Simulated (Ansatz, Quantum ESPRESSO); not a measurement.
# 2H-MoTe2, 1 layer against a metal electrode: the electrode's level over the Fermi level at a withheld member of a series

How the rows were computed: Quantum ESPRESSO 7.5, PBE, GBRV ultrasoft. The slab is relaxed neutral under PBE-D3(BJ), then held. ESM with bc3: vacuum below and a metal electrode about 6 Å above the top atoms. Fermi-Dirac smearing of 0.004 Ry and a dense mesh. Charges are set per cell from the starting area. The series steps the charge of the slab (positive: electrons removed).

```
charge of the slab  electrode's level over the Fermi level (eV)
     1 ×10¹³ e/cm²                                        5.597
     2 ×10¹³ e/cm²                                        6.515
     3 ×10¹³ e/cm²                                        7.420
   4.5 ×10¹³ e/cm²                                        8.778
     6 ×10¹³ e/cm²                                       10.137
     8 ×10¹³ e/cm²                                       11.954
```

To predict: What is the electrode's level over the Fermi level at 7 ×10¹³ e/cm²?

**Fit.** The rows at 6 ×10¹³ e/cm² and 8 ×10¹³ e/cm² give a slope of (11.954 − (10.137))/(8 − (6)) = 0.9085, so a straight line gives 11.046 eV. A parabola through these and the row at 4.5 ×10¹³ e/cm² gives 11.045 eV.

**Check.** 11.045 eV. The line misses by +0.001 and the parabola by 0.000 eV. Both misses are under 5 % of the step from the nearer row.

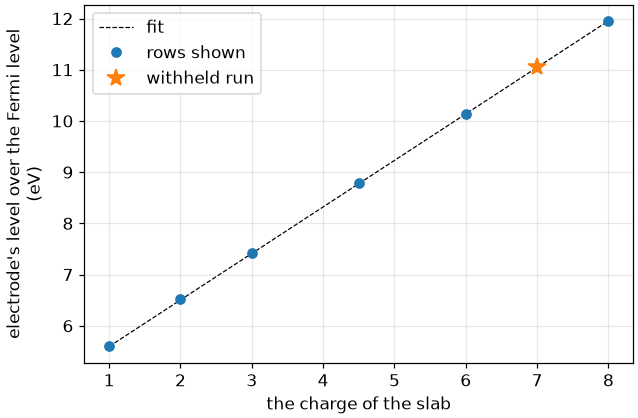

The rows shown, the fit and the withheld run.

**Limits.** Vacuum fills the gap; ions don't answer the charge; added electrons can spill towards the electrode at the most negative charges. Charges count on the starting cell, which the relaxation changed by some per cent. Members without a usable value, or on the other side of zero field or charge, are not listed.

[Logs are printed without paths, hosts, clocks, repeated set-up lines and the standing remarks that a program may print on its own settings, such as how far it seeks lower states.]
